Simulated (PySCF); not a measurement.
# InF (SMILES [F][In]): levels of theory compared

Wanted: a comparison of 6 runs (B3LYP/STO-6G, M06-2X/STO-6G, MP2/STO-6G, NEVPT2(2,2)/STO-6G, QCISD(T)/STO-6G, CISD/STO-6G) of InF. The job is set up through a Python script.

The calculation is run with PySCF 2.14.0.

12 further runs of the same task are left out: 3 that didn't finish, 9 set aside as unsound or not needed.

**1. Starting point**

InF: 2 atoms, total charge 0, spin state singlet. As SMILES, `[F][In]`. The F1–In2 distance was set to 2.431 Å, away from the relaxed value.

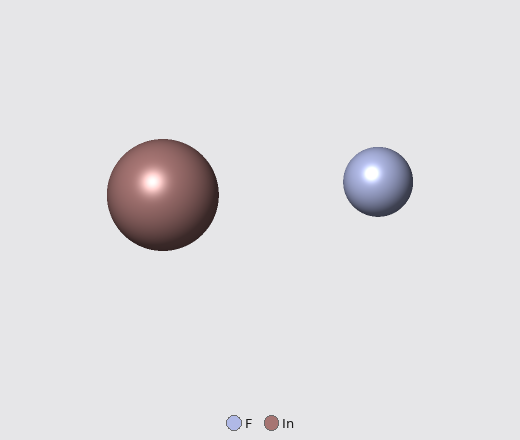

The structure, seen from a chosen angle (fluorine light blue, indium brown).

**2. A single-point energy at B3LYP/STO-6G (run 1)**

Input file run.py:

```python
from pyscf import gto, dft

mol = gto.M(
    atom='''
F        0.000000       0.000000      -0.405110
In       0.000000       0.000000       2.025490
''',
    verbose=3,
    basis='sto-6g',
    charge=0,
    max_memory=1860,
)

myscf = dft.RKS(mol, xc='b3lyp')
myscf.conv_tol = 1e-10
myscf.grids.level = 5
myscf.kernel()
if not myscf.converged:
    myscf = myscf.newton().run(myscf.mo_coeff, myscf.mo_occ)

energy = myscf.e_tot
print('E(%s) = %.9f' % ('B3LYP', energy))
```

Started as:

```bash
OMP_NUM_THREADS=1 python run.py
```

Log:

```text
converged SCF energy = -5813.94922123881
E(B3LYP) = -5813.949221239
```

Wall time 4.8 s (1 thread of Arm Neoverse V1, shared host); peak memory 0.23 GiB.

**3. A single-point energy at M06-2X/STO-6G (run 2)**

Input file calc.py:

```python
from pyscf import gto, dft

mol = gto.M(
    atom='''
F    0.000000   0.000000  -0.405110
In   0.000000   0.000000   2.025490
''',
    spin=0,
    basis='sto-6g',
    verbose=3,
    max_memory=1860,
    charge=0,
)

calc0 = dft.RKS(mol)
calc0.xc = 'm06-2x'
calc0.grids.level = 5
calc0.conv_tol = 1e-10
calc0.kernel()
if not calc0.converged:
    calc0 = calc0.newton().run(calc0.mo_coeff, calc0.mo_occ)

e_tot = calc0.e_tot
print('E(%s) = %.9f' % ('M06-2X', e_tot))
```

Started as:

```bash
OMP_NUM_THREADS=1 python calc.py
```

Log:

```text
converged SCF energy = -5814.12606219955
E(M06-2X) = -5814.126062200
```

Run time: 5.4 s. Hardware: 1 thread of Arm Neoverse V1, shared host; peak memory 0.23 GiB.

Runs 3 to 5 aren't shown in full; the table further down has their settings and results.

**4. A single-point energy at CISD/STO-6G (run 6)**

Input file input.py:

```python
from pyscf import gto, ci

mol = gto.M(
    atom=[
    ('F', (0.000000, 0.000000, -0.405110)),
    ('In', (0.000000, 0.000000, 2.025490)),
],
    verbose=3,
    charge=0,
    max_memory=1860,
    basis='sto-6g',
    spin=0,
)

myscf = mol.RHF()
myscf.conv_tol = 1e-10
myscf.kernel()
if not myscf.converged:
    myscf = myscf.newton().run(myscf.mo_coeff, myscf.mo_occ)

cisd = ci.CISD(myscf, frozen=19)
cisd.kernel()
e_tot = cisd.e_tot
print(f'total energy: {e_tot:.8f} hartree')
```

Started as:

```bash
OMP_NUM_THREADS=1 python input.py
```

Log:

```text
converged SCF energy = -5811.48777639964
E(RCISD) = -5811.565768301042  E_corr = -0.07799190140387346
total energy: -5811.56576830 hartree
```

It took 2 s on 1 thread of Arm Neoverse V1, shared host; peak memory 0.12 GiB.

**5. All runs side by side**

```
run               level  integration grid  frozen core orbitals   energy (Eh)  dipole moment (D) of the reference  HOMO energy (eV)  LUMO energy (eV)  wall time
  1        B3LYP/STO-6G                 5                     –  -5813.949221                                1.52             -2.18              1.99      4.8 s
  2       M06-2X/STO-6G                 5                     –  -5814.126062                                1.83             -3.26              2.78      5.4 s
  3          MP2/STO-6G                 –                    19  -5811.541524                                2.42             -4.07              5.59      1.9 s
  4  NEVPT2(2,2)/STO-6G                 –                     –  -5811.552522                                2.42             -4.07              5.59      2.2 s
  5     QCISD(T)/STO-6G                 –                    19  -5811.579464                                2.42             -4.07              5.59      1.9 s
  6         CISD/STO-6G                 –                    19  -5811.565768                                2.42             -4.07              5.59        2 s
```

**6. Outcome**

| quantity | value |
| --- | --- |
| run 6: total energy | -5811.56577 Eh |
| run 6: dipole moment (Hartree–Fock density) | 2.42 D |
| run 6: HOMO energy (Hartree–Fock orbitals) | -4.07 eV |
| run 6: LUMO energy (Hartree–Fock orbitals) | 5.59 eV |
| run 6: HOMO–LUMO gap (Hartree–Fock orbitals) | 9.66 eV |
| run 6: correlation energy (19 core orbitals frozen) | -78.0 mEh |

What this shows: Totals of different functionals can't be ranked against each other. In run 5 the T1 diagnostic is large, so a single reference may not serve. In runs 1, 2, 3, 4, 5, 6 the basis is minimal, so the values are rough. In runs 1, 2, 3, 4, 5, 6 relativity is left out where basis or elements ask for it. All runs together took 18 s, the longest 5.4 s.
